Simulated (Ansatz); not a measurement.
# Frequency calculation, with input and output: TiH2Cl2OF2

The run: frequency calculation of TiH2Cl2OF2. Method and program: RKS PBE-D4/def2-SVP (Ansatz 0.2.0).

It belongs to a series of runs on one base structure; here: vibrations at the highest image of the band. Figures and captions count atoms from 1; the log counts them from 0 in places.

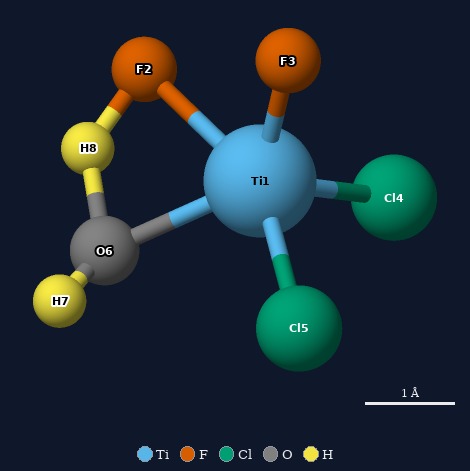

**Figure 1.** The input geometry (ball-and-stick view, seen at a tilt; atoms are numbered from 1 in the order of the input). Sticks mark near contacts. Bond lengths as drawn: Cl–Ti 2.18 to 2.21 Å, F–H 1.11 Å, F–Ti 1.74 to 2.11 Å, H–O 0.97 to 1.26 Å and O–Ti 1.96 Å.

Input file
```yaml
crystal:
  periodic: [false, false, false]
  atoms:
    - { symbol: Ti, position_ang: [-0.371981, 0.038879, -0.133872] }
    - { symbol: F, position_ang: [-0.323706, 0.744585, 1.851587] }
    - { symbol: F, position_ang: [1.245657, -0.544904, 0.114156] }
    - { symbol: Cl, position_ang: [-0.389975, 2.004324, -1.083849] }
    - { symbol: Cl, position_ang: [-1.037675, -1.347389, -1.720467] }
    - { symbol: O, position_ang: [-1.947854, -0.417928, 0.929752] }
    - { symbol: H, position_ang: [-2.42939, -1.262784, 0.883648] }
    - { symbol: H, position_ang: [-1.268177, 0.155518, 1.826249] }
basis:
  gaussian: { orbitals: def2-SVP }
hamiltonian:
  xc: pbe
  dispersion: d4
phonons: {}
```

Run as:
```bash
ansatz run input.yaml --threads 4 --pin off --max-ram 5120MiB --backend cpu --events-out ev --progress --plain --runs-dir out
```

Log
```
Engine: ansatz 0.2.0, aarch64-unknown-linux-gnu
Functional definition: PBE
  parameter kappa = 0.804
  parameter beta = 0.06672455060314922
  exchange = pbe_x(kappa = kappa, mu = beta*pi^2/3)
  correlation = pbe_c(beta = beta)
1325 factors; their error is unknown
mean field evaluation 1: about -55633.8272 eV, gradient 6.8e1 eV
mean field evaluation 2: about -55287.8214 eV, gradient 4.4e2 eV
mean field evaluation 4: about -55623.4165 eV, gradient 1.0e2 eV
mean field evaluation 8: about -55641.5734 eV, gradient 1.3e-1 eV
mean field -55641.51597857 eV, -2044.7879970383 hartree, gradient 2.3e-5 eV, S^2 0.000000; 0 other end points of the search recorded, 0 dependent functions left out
the calculation of the forces begins
reference -55641.51608507 eV, -2044.7880009522 hartree; 42, 42 occupied and 77, 77 virtual orbitals, 1325 factors
these checks for a lower state are left out or cut short: stability, starts, cluster_reference, orbital_swaps, neighbouring_geometries, increment
1325 factors; their error is unknown
mean field evaluation 16: about -55641.5158 eV, gradient 2.4e-4 eV
mean field -55641.51577982 eV, -2044.7879897343 hartree, gradient 2.2e-6 eV, S^2 0.000000; 0 other end points of the search recorded, 0 dependent functions left out
[... from here on the field's lines of each further geometry are left out, up to the last ...]
the calculation of the forces begins
reference -55641.51588417 eV, -2044.7879935690 hartree; 42, 42 occupied and 77, 77 virtual orbitals, 1325 factors
these checks for a lower state are left out or cut short: stability, starts, cluster_reference, orbital_swaps, neighbouring_geometries, increment
1325 factors; their error is unknown
mean field -55641.51612552 eV, -2044.7880024386 hartree, gradient 1.5e-6 eV, S^2 0.000000; 0 other end points of the search recorded, 0 dependent functions left out
the calculation of the forces begins
reference -55641.51623203 eV, -2044.7880063528 hartree; 42, 42 occupied and 77, 77 virtual orbitals, 1325 factors
WARN: phonons: modes at or below zero, which the zero-point energy, F, S and C_V leave out: 1, the lowest at -453.51 cm⁻¹. A minimum has none, and a first-order saddle one
Total energy: -55641.74226158 eV, -2044.7963127854 hartree
Atom 0 at    -0.371981     0.038879    -0.133872 Å, force     0.000593     0.006502     0.013459 eV/Å
Atom 1 at    -0.323706     0.744585     1.851587 Å, force    -0.001473     0.002805    -0.010394 eV/Å
Atom 2 at     1.245657    -0.544904     0.114156 Å, force    -0.000027    -0.000297    -0.002175 eV/Å
Atom 3 at    -0.389975     2.004324    -1.083849 Å, force     0.000573     0.001754     0.000396 eV/Å
Atom 4 at    -1.037675    -1.347389    -1.720467 Å, force    -0.000129    -0.000593    -0.000718 eV/Å
Atom 5 at    -1.947854    -0.417928     0.929752 Å, force     0.022759    -0.003376    -0.012782 eV/Å
Atom 6 at    -2.429390    -1.262784     0.883648 Å, force    -0.009846     0.008764     0.016479 eV/Å
Atom 7 at    -1.268177     0.155518     1.826249 Å, force    -0.012451    -0.015558    -0.004266 eV/Å
Dipole moment:    -0.405244    -0.319568     0.251901 e Å
Vibrations: -453.51 64.65 131.44 136.46 170.97 181.22 220.35 329.05 381.97 444.86 480.42 616.56 686.83 779.18 993.52 1168.97 1787.20 3762.33 cm⁻¹, zero-point energy 0.764734 eV
```

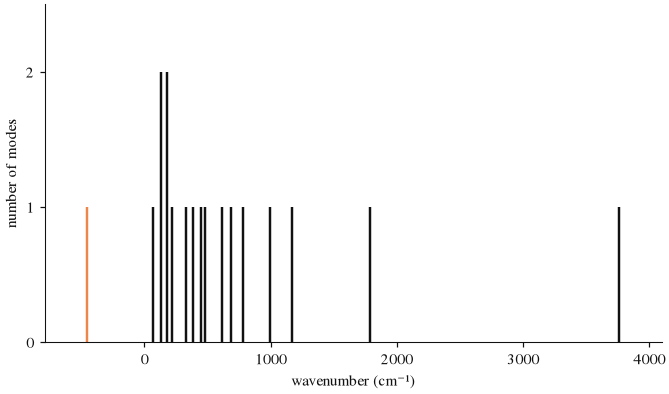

**Figure 2.** Harmonic vibrational wavenumbers from the force constants; neighbouring modes closer than 19 cm⁻¹ are counted in one stick, and imaginary ones are drawn at negative wavenumbers. 18 modes from 454i to 3762 cm⁻¹, 1 imaginary beyond 8i (454i cm⁻¹): a first-order saddle point, if the geometry is stationary.

Results in brief

```json
{"quantity": "outcome", "value": "converged"}
{"quantity": "total energy", "value": "−55641.7423 eV"}
{"quantity": "mean-field energy", "value": "−55641.5161 eV"}
{"quantity": "largest force (length of the vector)", "value": "0.026 eV/Å"}
{"quantity": "hardware", "value": "4 threads of Arm Neoverse V1, 24 GiB of memory available, shared host"}
{"quantity": "wall time", "value": "55 s (CPU time 3.4 min)"}
{"quantity": "peak memory", "value": "0.19 GiB"}
```
